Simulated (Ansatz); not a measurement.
Frozen-phonon scan for BaZrO3 (cubic perovskite)

BaZrO$_{3}$ (cubic perovskite)

```xyz
10
Lattice="8.4544 0.0000 0.0000 0.0000 4.2272 0.0000 0.0000 0.0000 4.2272" Properties=species:S:1:pos:R:3 pbc="T T T"
Ba     0.0000     0.0000     0.0000
Ba     4.2272     0.0000     0.0000
Zr     2.1136     2.1136     2.1136
Zr     6.3408     2.1136     2.1136
O      0.0000     2.1136     2.1136
O      4.2272     2.1136     2.1136
O      2.1136     2.1136     0.0000
O      6.3408     2.1136     0.0000
O      2.1136     0.0000     2.1136
O      6.3408     0.0000     2.1136
```

The atoms are displaced by Q × the pattern below (from a DFPT mode at X = (0.5, 0.0, 0.0), largest move 1; Q in Å), at fixed cell. It is one choice among 2 degenerate patterns. (q is in reciprocal vectors of the primitive cell; the cell shown is doubled to hold the pattern.)

```csv
atom,x,y,z
Zr3,0.000,0.000,0.775
Zr4,0.000,0.000,-0.775
O7,0.000,0.000,0.557
O8,0.000,0.000,-0.557
O9,0.000,0.000,1.000
O10,0.000,0.000,-1.000
```

Atoms not listed stay in place.

Calculation: PBE (plane waves to 420 eV, PAW, scalar-relativistic; Ansatz, a first-principles code). k mesh 4×8×8 (Γ-centred), Fermi-Dirac smearing 0.05 eV. E stands for the smeared free energy. BaZrO3 is run without spin polarisation. BaZrO3 was relaxed with its symmetry unable to fall. ΔE is measured from the undisplaced structure.

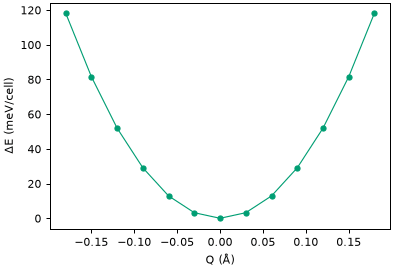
Figure: ΔE (meV/cell) against Q (Å); computed points joined by lines.

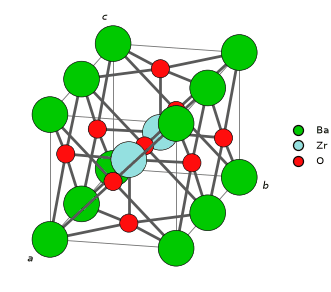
*The cell of the calculation at Q = -0.180 Å.*

The energy at Q = 0.180 Å comes out as 118.3 meV/cell. Wavenumber by perturbation theory (DFPT, on another k mesh): 113 cm⁻¹. Shape of the curve: a single well with its minimum at or next to zero displacement. Space group of the distorted cell: Pmma (No. 51), lowered from Pm-3m. Symmetry of the curve: even: the same for both signs.

(A displaced cell: forces are minus the slopes of the energy, force constants its curvatures, and phonons follow from these.)
